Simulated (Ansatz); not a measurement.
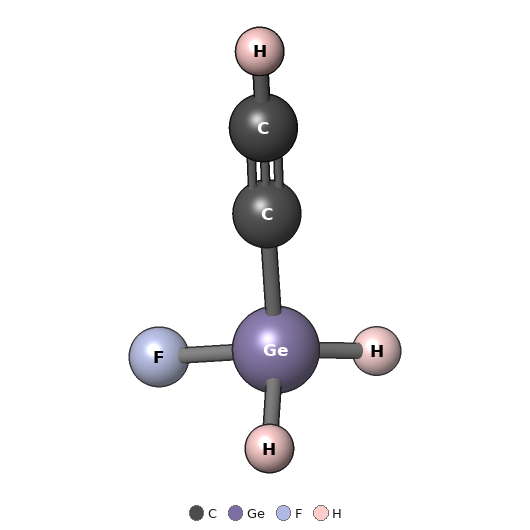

A ball-and-stick model of a molecule. Multiple sticks mark multiple bonds (one Kekulé form).

Identify the structure.

It has 7 atoms: 2 carbon, 3 hydrogen, 1 fluorine and 1 germanium (C2H3FGe). SMILES: `C#[C][GeH2][F]`. Among its groups: alkyne. The point group is Cs. Coordination: 2 C linear; 1 Ge tetrahedral.

The parts below concern this one geometry. Atoms keep their numbers from picture to picture. The geometry was computed by an optimisation with PBE0-D4/def2-TZVP.

### Vibrations

Harmonic vibrations computed with RKS PBE0-D4/def2-TZVP (Ansatz 0.2.0) at a stationary point of the same level.

List the wavenumbers.

15 modes: 131, 213, 319, 531, 574, 668, 703, 729, 748, 802, 867, 2169, 2199, 2202, 3465 cm⁻¹.

### Dipole moment

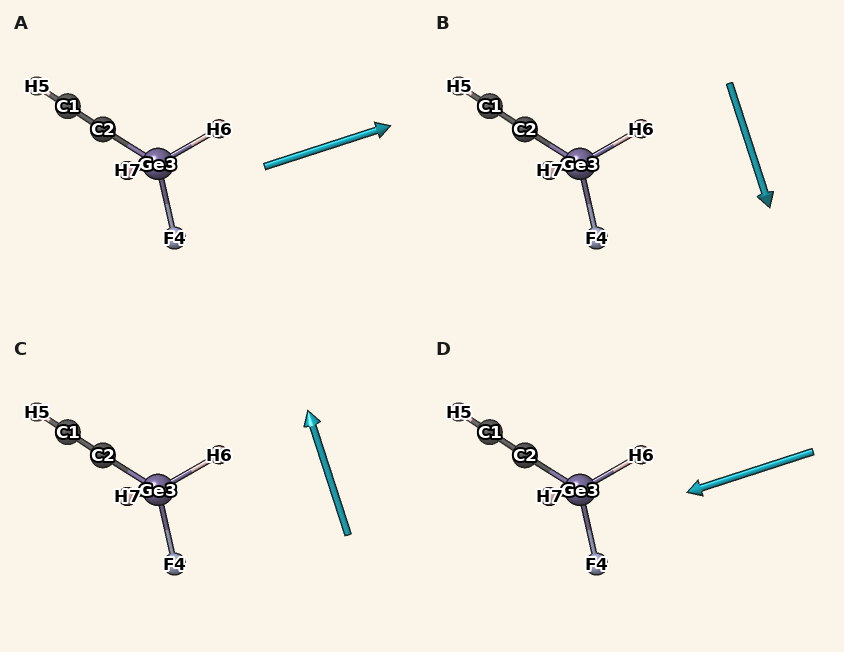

The same molecule four times, each with an arrow. Method: RKS PBE0-D4/def2-TZVP (Ansatz 0.2.0).

Which arrow points along the dipole moment, from the negative to the positive end?

C. The dipole moment is 2.27 D; it points from the side of F4 to the side of H5 (the outermost atoms at the two ends).

### Thermal motion

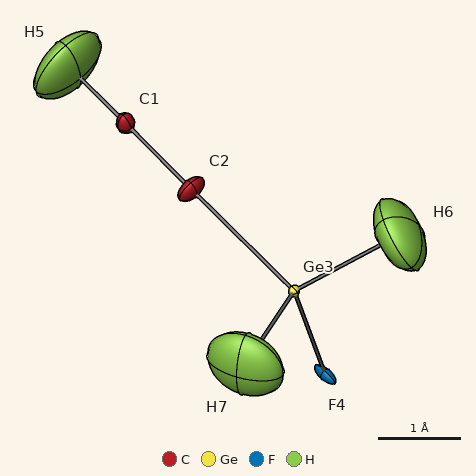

Displacement ellipsoids at the 50 % level, enlarged 2 times, from the internal vibrations of the free molecule (harmonic, no overall translation or rotation; no half-axis is drawn under 0.075 Å). Vibrations computed with RKS PBE0-D4/def2-TZVP (Ansatz 0.2.0). Temperature: 0 K (zero-point motion alone).

List U_eq and the three principal root-mean-square amplitudes for each kind of atom.

```
  atom  U_eq (Å²)   rms amplitudes (Å)
    C1     0.0020  0.037, 0.038, 0.058
    C2     0.0030  0.036, 0.060, 0.064
   Ge3    0.00016  0.006, 0.011, 0.018
    F4     0.0015  0.010, 0.032, 0.059
    H5     0.0224  0.078, 0.167, 0.182
H6, H7     0.0189  0.087, 0.149, 0.164
```

### Charges

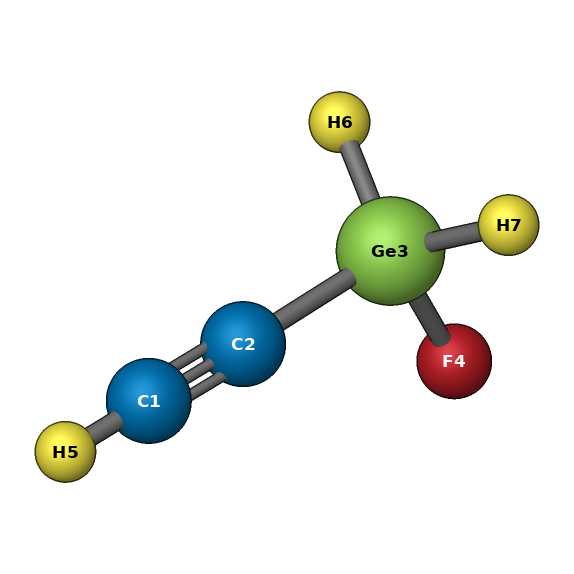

The questions are on Mulliken charges. Method: RKS ωB97M-V/def2-TZVPP (Ansatz 0.2.0).

Give the Mulliken charges atom by atom.

```tsv
atom	value (e)
C1	−0.21
C2	−0.20
Ge3	0.52
F4	−0.38
H5	0.22
H6	0.02
H7	0.02
```

Mulliken values depend strongly on the basis set and can even reverse the polarity of a bond.
